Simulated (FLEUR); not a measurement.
# How the k mesh moves the magnetism of MnF2, part 3 of 3

Two starts of MnF2 are run at each rung of the k mesh. Which rung is enough?

FLEUR MaX-R8.1; PBE with U = 4.9 eV, J = 0.9 eV on Mn d; all-electron FLAPW, Dirac cores, scalar-relativistic bands.

So far, largest spin moment in the muffin-tin sphere (μB): step 2 (rung 1 (mesh 2×2×2), start ferro ++) 4.74; step 4 (rung 2 (mesh 2×2×4), start ferro ++) 4.74; step 5 (rung 2 (mesh 2×2×4), start antiferro +-) 4.72; step 6 (rung 3 (mesh 4×4×4), start ferro ++) 4.74; step 7 (rung 3 (mesh 4×4×4), start antiferro +-) 4.72.

## 8. Rung 4 (mesh 6×6×6), start ferro ++

The k list default-1 (kpts.xml, not shown) is a Γ-centred 6×6×6 mesh.

File inp.xml:

```
<?xml version="1.0" encoding="UTF-8" standalone="no"?>
<fleurInput fleurInputVersion="0.39">
   <comment>
      MnF2
   </comment>
   <calculationSetup>
      <cutoffs Kmax="4.29" Gmax="12.9" GmaxXC="12.9" numbands="0"/>
      <scfLoop itmax="130" minDistance="0.0001" maxIterBroyd="15" imix="Anderson" alpha="0.05" precondParam="0.0" spinf="2.0" sdNocoIR="T"/>
      <coreElectrons ctail="T" frcor="F" kcrel="0" coretail_lmax="0"/>
      <xcFunctional name="pbe" relativisticCorrections="F"/>
      <magnetism jspins="2"/>
      <soc l_soc="F" theta="0.0" phi="0.0" spav="F"/>
      <expertModes spex="0" secvar="F"/>
      <geometryOptimization l_f="F" forcealpha="1.0" forcemix="BFGS" epsdisp="0.00001" epsforce="0.00001"/>
      <ldaU l_linMix="F" mixParam="0.05" spinf="1.0"/>
   </calculationSetup>
   <cell>
      <bzIntegration valenceElectrons="58.0" mode="hist" fermiSmearingEnergy="0.00293995">
         <kPointListSelection listName="default-1"/>
         <xi:include xmlns:xi="http://www.w3.org/2001/XInclude" href="kpts.xml"> </xi:include>
      </bzIntegration>
      <xi:include xmlns:xi="http://www.w3.org/2001/XInclude" href="sym.xml"> </xi:include>
      <bulkLattice scale="1.0">
         <bravaisMatrix>
            <row-1>    9.2101471860754796     0.0000000000000000     0.0000000000000000</row-1>
            <row-2>    0.0000000000000000     9.2101471860754796     0.0000000000000000</row-2>
            <row-3>    0.0000000000000000     0.0000000000000000     6.2563162807132198</row-3>
         </bravaisMatrix>
      </bulkLattice>
   </cell>
   <atomSpecies>
      <species name="Manganese 4.501" element="Mn" atomicNumber="25">
         <mtSphere radius="2.48" gridPoints="819" logIncrement="0.015"/>
         <atomicCutoffs lmax="10" lnonsphr="8"/>
         <electronConfig flipSpins="F">
            <coreConfig>(1s1/2) (2s1/2) (2p1/2) (2p3/2)</coreConfig>
            <valenceConfig>(3s1/2) (3p1/2) (3p3/2) (4s1/2) (3d3/2) (3d5/2)</valenceConfig>
            <stateOccupation state="(3d3/2)" spinUp="1.7505" spinDown="0.2495"/>
            <stateOccupation state="(3d5/2)" spinUp="3.0" spinDown="0.0"/>
         </electronConfig>
         <energyParameters s="4" p="4" d="3" f="4"/>
         <ldaU l="2" U="4.9" J="0.9" l_amf="F"/>
         <lo type="SCLO" l="0" n="3" eDeriv="0"/>
         <lo type="SCLO" l="1" n="3" eDeriv="0"/>
      </species>
      <species name="Fluorine (F)" element="F" atomicNumber="9">
         <mtSphere radius="1.4" gridPoints="463" logIncrement="0.023"/>
         <atomicCutoffs lmax="6" lnonsphr="4"/>
         <electronConfig flipSpins="F">
            <coreConfig>(1s1/2)</coreConfig>
            <valenceConfig>(2s1/2) (2p1/2) (2p3/2)</valenceConfig>
            <stateOccupation state="(2p1/2)" spinUp="0.833333" spinDown="0.833333"/>
            <stateOccupation state="(2p3/2)" spinUp="1.666667" spinDown="1.666667"/>
         </electronConfig>
         <energyParameters s="2" p="2" d="3" f="4"/>
      </species>
   </atomSpecies>
   <atomGroups>
      <atomGroup species="Manganese 4.501">
         <relPos label="                   1">.0000000000 .0000000000 .0000000000</relPos>
         <relPos label="                   2">1.000/2.000 1.000/2.000 1.000/2.000</relPos>
         <force calculate="T" relaxXYZ="TTT"/>
      </atomGroup>
      <atomGroup species="Fluorine (F)">
         <relPos label="                   3">.3053000000 .3053000000 .0000000000</relPos>
         <relPos label="                   4">.1947000000 -.1947000000 1.000/2.000</relPos>
         <relPos label="                   5">-.3053000000 -.3053000000 .0000000000</relPos>
         <relPos label="                   6">-.1947000000 .1947000000 1.000/2.000</relPos>
         <force calculate="T" relaxXYZ="TTT"/>
      </atomGroup>
   </atomGroups>
   <output dos="F" band="F" slice="F">
      <bandDOS minEnergy="-.5*Htr" maxEnergy="0.5*Htr" sigma="0.015" storeEVData="T"/>
      <plotting iplot="0" polar="F">
         <plot TwoD="T" vec1="  1.0  0.0  0.0" vec2="  0.0  1.0  0.0" vec3="  0.0  0.0  1.0" zero="  0.0  0.0  0.0" file="plot"/>
      </plotting>
      <moessbauerParams electricFieldGradient="F" isomerShift="F" coreHyperfine="F" valenceHyperfine="F"/>
   </output>
</fleurInput>
```

File crystal.txt:

```
MnF2
&input film=F cartesian=F /
4.87380000000  0.00000000000  0.00000000000
0.00000000000  4.87380000000  0.00000000000
0.00000000000  0.00000000000  3.31070000000
1.8897261246
1.0 1.0 1.0

6
25 0.00000000000  0.00000000000  0.00000000000 : 4.501
25 0.50000000000  0.50000000000  0.50000000000 : 4.501
9 0.30530000000  0.30530000000  0.00000000000
9 0.19470000000  0.80530000000  0.50000000000
9 0.69470000000  0.69470000000  0.00000000000
9 0.80530000000  0.19470000000  0.50000000000

&kpt div1=6 div2=6 div3=6 gamma=T /
```

Command:

```console
OMP_NUM_THREADS=1 inpgen -f crystal.txt > inpgen.log  # inp.xml is then edited as shown
OMP_NUM_THREADS=1 mpirun -n 2 fleur_MPI > fleur.log
```

The program printed:

```text
[banner, memory and clock lines left out]
Welcome to FLEUR        (www.flapw.de)
      MaX-Release 8.1          (www.max-centre.eu)

 ========== k-point set info ==========
 Selected k-point list: default-1
 k-point list type: mesh
 6 x 6 x 6
 Number of k points: 40

 [... set-up left out ...]
 no density matrix found ... skipping LDA+U
 Reset of history
 Iteration:     1   Distance:      14.44173060 me/bohr^3
 Iteration:     2   Distance:      13.20433345 me/bohr^3
 Iteration:     3   Distance:      11.73073144 me/bohr^3
 Iteration:     4   Distance:       6.76840273 me/bohr^3
[...]
[... left out ...]
            <freeEnergy value="-2716.9326682836"/>
            <extrapolationTo0K value="-2716.9326682836"/>
         </totalEnergy>
         [... left out ...]
         <ldaUDensityMatrixConvergence>
            <distance spin="1" distance="0.000000"/>
            <distance spin="2" distance="0.000000"/>
         </ldaUDensityMatrixConvergence>
         <densityConvergence units="me/bohr^3">
            <chargeDensity spin="1" distance="0.0000337343"/>
            <chargeDensity spin="2" distance="0.0000458874"/>
            <overallChargeDensity distance="0.0000670950"/>
            <spinDensity distance="0.0000445597"/>
         </densityConvergence>
      </iteration>
```

Run time: 4.1 min. Hardware: 2 MPI ranks of Arm Neoverse N1, shared host; peak memory 0.19 GiB.

Read from the output:

```yaml
free_energy: -73931.5042 eV
program_s_band_gap_on_this_mesh_in_a_metal_only_a_level_spacing: 2.571 eV
magnetization: 10 μB
final_state: ferromagnetic
largest_moment: 4.741 μB
```

The largest moment is that of rung 3, at 2.0 times its CPU time.

## 9. Rung 4 (mesh 6×6×6), start antiferro +-

Changes to inp.xml since step 8:

```diff
@@ -45,2 +45,16 @@
       </species>
+      <species name="Manganese -4.501" element="Mn" atomicNumber="25">
+         <mtSphere radius="2.48" gridPoints="819" logIncrement="0.015"/>
+         <atomicCutoffs lmax="10" lnonsphr="8"/>
+         <electronConfig flipSpins="F">
+            <coreConfig>(1s1/2) (2s1/2) (2p1/2) (2p3/2)</coreConfig>
+            <valenceConfig>(3s1/2) (3p1/2) (3p3/2) (4s1/2) (3d3/2) (3d5/2)</valenceConfig>
+            <stateOccupation state="(3d3/2)" spinUp="0.2495" spinDown="1.7505"/>
+            <stateOccupation state="(3d5/2)" spinUp="0.0" spinDown="3.0"/>
+         </electronConfig>
+         <energyParameters s="4" p="4" d="3" f="4"/>
+         <ldaU l="2" U="4.9" J="0.9" l_amf="F"/>
+         <lo type="SCLO" l="0" n="3" eDeriv="0"/>
+         <lo type="SCLO" l="1" n="3" eDeriv="0"/>
+      </species>
       <species name="Fluorine (F)" element="F" atomicNumber="9">
@@ -60,2 +74,5 @@
          <relPos label="                   1">.0000000000 .0000000000 .0000000000</relPos>
+         <force calculate="T" relaxXYZ="TTT"/>
+      </atomGroup>
+      <atomGroup species="Manganese -4.501">
          <relPos label="                   2">1.000/2.000 1.000/2.000 1.000/2.000</relPos>
@@ -65,4 +82,7 @@
          <relPos label="                   3">.3053000000 .3053000000 .0000000000</relPos>
+         <relPos label="                   5">-.3053000000 -.3053000000 .0000000000</relPos>
+         <force calculate="T" relaxXYZ="TTT"/>
+      </atomGroup>
+      <atomGroup species="Fluorine (F)">
          <relPos label="                   4">.1947000000 -.1947000000 1.000/2.000</relPos>
-         <relPos label="                   5">-.3053000000 -.3053000000 .0000000000</relPos>
          <relPos label="                   6">-.1947000000 .1947000000 1.000/2.000</relPos>
```

Changes to crystal.txt since step 8:

```diff
@@ -10,3 +10,3 @@
 25 0.00000000000  0.00000000000  0.00000000000 : 4.501
-25 0.50000000000  0.50000000000  0.50000000000 : 4.501
+25 0.50000000000  0.50000000000  0.50000000000 : -4.501
 9 0.30530000000  0.30530000000  0.00000000000
```

The program printed:

```text
[banner, memory and clock lines left out]
Welcome to FLEUR        (www.flapw.de)
      MaX-Release 8.1          (www.max-centre.eu)

 ========== k-point set info ==========
 Selected k-point list: default-1
 k-point list type: mesh
 6 x 6 x 6
 Number of k points: 52

 [... set-up left out ...]
 no density matrix found ... skipping LDA+U
 Reset of history
 Iteration:     1   Distance:      14.32398314 me/bohr^3
 Iteration:     2   Distance:      13.18527972 me/bohr^3
 Iteration:     3   Distance:      11.71408972 me/bohr^3
 Iteration:     4   Distance:       6.76868674 me/bohr^3
[...]
[... left out ...]
            <freeEnergy value="-2716.9340842212"/>
            <extrapolationTo0K value="-2716.9340842212"/>
         </totalEnergy>
         [... left out ...]
         <ldaUDensityMatrixConvergence>
            <distance spin="1" distance="0.000001"/>
            <distance spin="2" distance="0.000001"/>
         </ldaUDensityMatrixConvergence>
         <densityConvergence units="me/bohr^3">
            <chargeDensity spin="1" distance="0.0000488698"/>
            <chargeDensity spin="2" distance="0.0000441524"/>
            <overallChargeDensity distance="0.0000653329"/>
            <spinDensity distance="0.0000663852"/>
         </densityConvergence>
      </iteration>
```

Wall time 6.4 min (2 MPI ranks); peak memory 0.25 GiB.

This step gave:

| Item | Value |
| --- | --- |
| free energy | -73931.5428 eV |
| program's band gap on this mesh (in a metal only a level spacing) | 3.687 eV |
| magnetization | 0 μB |
| final state | antiferromagnetic |
| largest moment | 4.719 μB |

This start lies -19.3 meV a seeded atom from the first, a change of +0.1 meV since rung 3; its largest moment is 4.72 μB.

## 10. Rung 5 (mesh 8×8×8), start ferro ++

The k list default-1 (kpts.xml, not shown) is a Γ-centred 8×8×8 mesh.

Changes to inp.xml since step 9:

```diff
@@ -45,16 +45,2 @@
       </species>
-      <species name="Manganese -4.501" element="Mn" atomicNumber="25">
-         <mtSphere radius="2.48" gridPoints="819" logIncrement="0.015"/>
-         <atomicCutoffs lmax="10" lnonsphr="8"/>
-         <electronConfig flipSpins="F">
-            <coreConfig>(1s1/2) (2s1/2) (2p1/2) (2p3/2)</coreConfig>
-            <valenceConfig>(3s1/2) (3p1/2) (3p3/2) (4s1/2) (3d3/2) (3d5/2)</valenceConfig>
-            <stateOccupation state="(3d3/2)" spinUp="0.2495" spinDown="1.7505"/>
-            <stateOccupation state="(3d5/2)" spinUp="0.0" spinDown="3.0"/>
-         </electronConfig>
-         <energyParameters s="4" p="4" d="3" f="4"/>
-         <ldaU l="2" U="4.9" J="0.9" l_amf="F"/>
-         <lo type="SCLO" l="0" n="3" eDeriv="0"/>
-         <lo type="SCLO" l="1" n="3" eDeriv="0"/>
-      </species>
       <species name="Fluorine (F)" element="F" atomicNumber="9">
@@ -74,5 +60,2 @@
          <relPos label="                   1">.0000000000 .0000000000 .0000000000</relPos>
-         <force calculate="T" relaxXYZ="TTT"/>
-      </atomGroup>
-      <atomGroup species="Manganese -4.501">
          <relPos label="                   2">1.000/2.000 1.000/2.000 1.000/2.000</relPos>
@@ -82,7 +65,4 @@
          <relPos label="                   3">.3053000000 .3053000000 .0000000000</relPos>
+         <relPos label="                   4">.1947000000 -.1947000000 1.000/2.000</relPos>
          <relPos label="                   5">-.3053000000 -.3053000000 .0000000000</relPos>
-         <force calculate="T" relaxXYZ="TTT"/>
-      </atomGroup>
-      <atomGroup species="Fluorine (F)">
-         <relPos label="                   4">.1947000000 -.1947000000 1.000/2.000</relPos>
          <relPos label="                   6">-.1947000000 .1947000000 1.000/2.000</relPos>
```

Changes to crystal.txt since step 9:

```diff
@@ -10,3 +10,3 @@
 25 0.00000000000  0.00000000000  0.00000000000 : 4.501
-25 0.50000000000  0.50000000000  0.50000000000 : -4.501
+25 0.50000000000  0.50000000000  0.50000000000 : 4.501
 9 0.30530000000  0.30530000000  0.00000000000
@@ -16,2 +16,2 @@
 
-&kpt div1=6 div2=6 div3=6 gamma=T /
+&kpt div1=8 div2=8 div3=8 gamma=T /
```

The program printed:

```text
[banner, memory and clock lines left out]
Welcome to FLEUR        (www.flapw.de)
      MaX-Release 8.1          (www.max-centre.eu)

 ========== k-point set info ==========
 Selected k-point list: default-1
 k-point list type: mesh
 0 x 0 x 0
 Number of k points: 76

 [... set-up left out ...]
 no density matrix found ... skipping LDA+U
 Reset of history
 Iteration:     1   Distance:      14.44027526 me/bohr^3
 Iteration:     2   Distance:      13.20326633 me/bohr^3
 Iteration:     3   Distance:      11.73000952 me/bohr^3
 Iteration:     4   Distance:       6.76904556 me/bohr^3
[...]
[... left out ...]
            <freeEnergy value="-2716.9325806842"/>
            <extrapolationTo0K value="-2716.9325806842"/>
         </totalEnergy>
         [... left out ...]
         <ldaUDensityMatrixConvergence>
            <distance spin="1" distance="0.000000"/>
            <distance spin="2" distance="0.000000"/>
         </ldaUDensityMatrixConvergence>
         <densityConvergence units="me/bohr^3">
            <chargeDensity spin="1" distance="0.0000337323"/>
            <chargeDensity spin="2" distance="0.0000458737"/>
            <overallChargeDensity distance="0.0000670822"/>
            <spinDensity distance="0.0000445478"/>
         </densityConvergence>
      </iteration>
```

The job ended after 7.6 min (2 MPI ranks; peak memory 0.21 GiB).

Numbers from this step:

```yaml
free_energy: -73931.5019 eV
program_s_band_gap_on_this_mesh_in_a_metal_only_a_level_spacing: 2.571 eV
magnetization: 10 μB
final_state: ferromagnetic
largest_moment: 4.741 μB
```

The largest moment is that of rung 4, at 1.9 times its CPU time.

## 11. Rung 5 (mesh 8×8×8), start antiferro +-

Changes to inp.xml since step 10:

```diff
@@ -45,2 +45,16 @@
       </species>
+      <species name="Manganese -4.501" element="Mn" atomicNumber="25">
+         <mtSphere radius="2.48" gridPoints="819" logIncrement="0.015"/>
+         <atomicCutoffs lmax="10" lnonsphr="8"/>
+         <electronConfig flipSpins="F">
+            <coreConfig>(1s1/2) (2s1/2) (2p1/2) (2p3/2)</coreConfig>
+            <valenceConfig>(3s1/2) (3p1/2) (3p3/2) (4s1/2) (3d3/2) (3d5/2)</valenceConfig>
+            <stateOccupation state="(3d3/2)" spinUp="0.2495" spinDown="1.7505"/>
+            <stateOccupation state="(3d5/2)" spinUp="0.0" spinDown="3.0"/>
+         </electronConfig>
+         <energyParameters s="4" p="4" d="3" f="4"/>
+         <ldaU l="2" U="4.9" J="0.9" l_amf="F"/>
+         <lo type="SCLO" l="0" n="3" eDeriv="0"/>
+         <lo type="SCLO" l="1" n="3" eDeriv="0"/>
+      </species>
       <species name="Fluorine (F)" element="F" atomicNumber="9">
@@ -60,2 +74,5 @@
          <relPos label="                   1">.0000000000 .0000000000 .0000000000</relPos>
+         <force calculate="T" relaxXYZ="TTT"/>
+      </atomGroup>
+      <atomGroup species="Manganese -4.501">
          <relPos label="                   2">1.000/2.000 1.000/2.000 1.000/2.000</relPos>
@@ -65,4 +82,7 @@
          <relPos label="                   3">.3053000000 .3053000000 .0000000000</relPos>
+         <relPos label="                   5">-.3053000000 -.3053000000 .0000000000</relPos>
+         <force calculate="T" relaxXYZ="TTT"/>
+      </atomGroup>
+      <atomGroup species="Fluorine (F)">
          <relPos label="                   4">.1947000000 -.1947000000 1.000/2.000</relPos>
-         <relPos label="                   5">-.3053000000 -.3053000000 .0000000000</relPos>
          <relPos label="                   6">-.1947000000 .1947000000 1.000/2.000</relPos>
```

Changes to crystal.txt since step 10:

```diff
@@ -10,3 +10,3 @@
 25 0.00000000000  0.00000000000  0.00000000000 : 4.501
-25 0.50000000000  0.50000000000  0.50000000000 : 4.501
+25 0.50000000000  0.50000000000  0.50000000000 : -4.501
 9 0.30530000000  0.30530000000  0.00000000000
```

The program printed:

```text
[banner, memory and clock lines left out]
Welcome to FLEUR        (www.flapw.de)
      MaX-Release 8.1          (www.max-centre.eu)

 ========== k-point set info ==========
 Selected k-point list: default-1
 k-point list type: mesh
 0 x 0 x 0
 Number of k points: 106

 [... set-up left out ...]
 no density matrix found ... skipping LDA+U
 Reset of history
 Iteration:     1   Distance:      14.32251913 me/bohr^3
 Iteration:     2   Distance:      13.18419955 me/bohr^3
 Iteration:     3   Distance:      11.71335706 me/bohr^3
[...]
[... left out ...]
            <freeEnergy value="-2716.9339976961"/>
            <extrapolationTo0K value="-2716.9339976961"/>
         </totalEnergy>
         [... left out ...]
         <ldaUDensityMatrixConvergence>
            <distance spin="1" distance="0.000001"/>
            <distance spin="2" distance="0.000001"/>
         </ldaUDensityMatrixConvergence>
         <densityConvergence units="me/bohr^3">
            <chargeDensity spin="1" distance="0.0000491661"/>
            <chargeDensity spin="2" distance="0.0000442640"/>
            <overallChargeDensity distance="0.0000655037"/>
            <spinDensity distance="0.0000668017"/>
         </densityConvergence>
      </iteration>
```

It took 13 min on 2 MPI ranks; peak memory 0.28 GiB.

Read from the output:

* free energy: -73931.5404 eV
* program's band gap on this mesh (in a metal only a level spacing): 3.687 eV
* magnetization: 0 μB
* final state: antiferromagnetic
* largest moment: 4.719 μB

This start lies -19.3 meV a seeded atom from the first, a change of -0.0 meV since rung 4; its largest moment is 4.72 μB.

## 12. Side by side

Ladder, by row:

| rung | mesh | state from the first start | state from the second start | second less first (meV a seeded atom) | moment, first (μB) | moment, second (μB) | CPU time (s), all starts |
| --- | --- | --- | --- | --- | --- | --- | --- |
| 1 | 2x2x2 | ferromagnetic | antiferromagnetic | -19.69 | 4.741 | 4.719 | 245.1 |
| 2 | 2x2x4 | ferromagnetic | antiferromagnetic | -19.1 | 4.741 | 4.719 | 345.7 |
| 3 | 4x4x4 | ferromagnetic | antiferromagnetic | -19.33 | 4.741 | 4.719 | 606.5 |
| 4 | 6x6x6 | ferromagnetic | antiferromagnetic | -19.26 | 4.741 | 4.719 | 1260 |
| 5 | 8x8x8 | ferromagnetic | antiferromagnetic | -19.28 | 4.741 | 4.719 | 2455 |

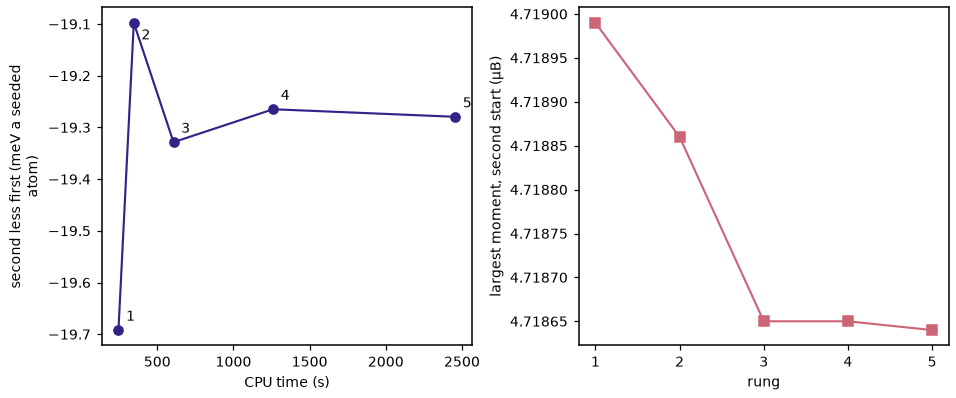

Result against cost, rungs numbered as in the table, and the moment by rung.

## 13. Summary of results

| Property | Result |
| --- | --- |
| range of the moment in the table, second start | 4.72 to 4.72 μB |
| range of CPU time | 4.1 min to 41 min |
| range of the energy difference | -19.7 to -19.1 meV a seeded atom |
| first rung from which all stay within 2 meV of the last, moments within 0.06 μB | 1 |

From rung 1 on the result stays within 0.41 meV of the last rung, inside the margin of 2 meV (5 % of the last value, 2 meV at least; moments within 0.06 μB), at 10.0 % of the last rung's cost. The second start ends lower on every rung, so the sign of the difference is steady; whether functional and cell give the true order is another matter. Differences are of free energies, so a wide smearing enters them.

[Logs and program files are shortened in this print: banners, set-up blocks, solver, clock and traceback lines can be left out without a mark of their own.]

[Logs are printed without paths, hosts, clocks, repeated set-up lines and the standing remarks that a program may print on its own settings, such as how far it seeks lower states.]

[Hosts, paths, dates, database ids (printed as entryN), source tags and the programs' standing remarks are cut or masked in the printed files.]

[Where a cell is said to come from a database of computed structures, the database is the Materials Project.]
